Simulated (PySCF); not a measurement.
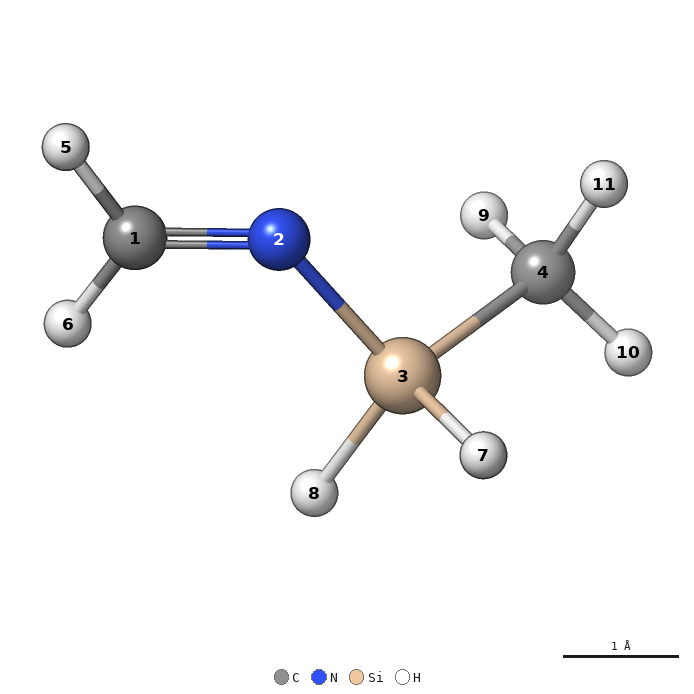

Atoms carry their numbers in the input. The computed structure is the end point of a PBE0-D3(BJ)/def2-SVP optimisation. No frequency run is at hand to confirm it as a minimum.

How are the neighbours of atom 2 arranged?

Answer. N2 has 2 neighbours (C1 at 1.26, Si3 at 1.76 Å); the arrangement is bent.

What is the geometry at C4?

Answer. C4 has 4 neighbours (Si3 at 1.87, H9 at 1.10, H10 at 1.10, H11 at 1.10 Å); the arrangement is tetrahedral.

Describe the coordination of atom 3.

Answer. Si3 has 4 neighbours (N2 at 1.76, C4 at 1.87, H7 at 1.49, H8 at 1.51 Å); the arrangement is tetrahedral.

What is the geometry at C1?

Answer. C1 has 3 neighbours (N2 at 1.26, H5 at 1.11, H6 at 1.11 Å); the arrangement is trigonal planar.

What is the dihedral angle C1–N2–Si3–C4?

Answer. 122° in size, that is anticlinal.
